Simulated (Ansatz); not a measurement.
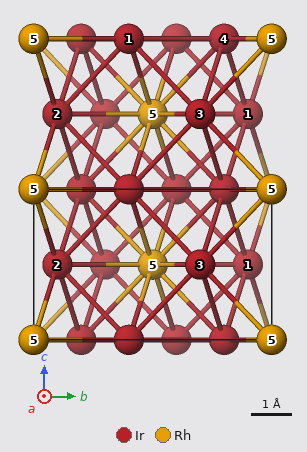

Solid Ir$_{4}$Rh (a generated structure, set up in I4/m) (coarse preliminary run), before the relaxation. The picture is a ball-and-stick view of the conventional cell (2 times the calculation's cell), repeated 1 × 1 × 2 with one cell outlined, seen along the a axis. Lengths and directions refer to the drawn axes.

Level of theory: Ansatz 0.2.0, DFT PBE, scalar-relativistic, plane waves, PAW.

Input
```yaml
crystal:
  lattice:
    - [-3.03075993, 3.03075993, 1.91682088]
    - [3.03075993, -3.03075993, 1.91682088]
    - [3.03075993, 3.03075993, -1.91682088]
  atoms:
    - { symbol: Ir, position: [0.6, 0.8, 0.4] }
    - { symbol: Ir, position: [0.4, 0.2, 0.6] }
    - { symbol: Ir, position: [0.8, 0.4, 0.2] }
    - { symbol: Ir, position: [0.2, 0.6, 0.8] }
    - { symbol: Rh, position: [0.0, 0.0, 0.0] }
basis:
  ecutwfc: 420
kpoints:
  mp_grid: { grid: [6, 6, 6] }
hamiltonian:
  xc: pbe
scf:
  occupations: { method: gaussian, width: 0.1 }
  lower_state_search: "off"
output:
  forces: true
  stress: true
  eigenvalues: true
relax:
  adjacent_minimum: "off"
  f_tol: 0.04
  max_steps: 70
  cell: { stress_tol: 0.4 }
```

Command:
```bash
ansatz run input.yaml --threads 1 --pin off --max-ram 2560MiB --backend cpu --events-out ev --progress --plain --runs-dir out
```

Q: Predict the outcome.

A: The energy falls by 7.1 meV per atom in 2 accepted moves (4 points after the start). The largest force component goes from 0.1 to 0.0085 eV/Å. Pressure: 7.40 GPa at the start and −0.05 GPa at the end. The line search rejected the trial step at point 1 of the run. The SCF was repeated once at an unchanged geometry on a basis and grid sized afresh for the cell, which shifted the energy by 0.2 meV per atom at most. The largest moves relative to the cell, 0.006 Å, are those of Ir1, Ir2, Ir3 and Ir4. Ir2 goes along −b. Rh stays in place. Cell: a = b 6.062 → 6.105 Å (+0.7 %), c 3.834 → 3.861 Å (+0.7 %). Volume +2.2 %. Near-neighbour distances that change, for instance: Ir1–Ir2 2.711 → 2.739 Å, Ir1–Rh5 2.711 → 2.736 Å, Ir1–Ir3 2.711 → 2.727 Å. The space group stays I4/m (No. 87). The run took 33 s on 1 thread of Intel(R) Xeon(R) Processor @ 2.70GHz (shared host), peak memory 0.44 GiB.

Final geometry:

```xyz
5
Lattice="-3.0527 3.0527 1.9303 3.0527 -3.0527 1.9303 3.0527 3.0527 -1.9303" Properties=species:S:1:pos:R:3 pbc="T T T"
Ir    1.8318    0.6043    1.9303
Ir    1.2208    2.4484    0.0000
Ir   -0.6043    1.8318    1.9303
Ir    3.6570    1.2208    0.0000
Rh    0.0000    6.1053    0.0000
```
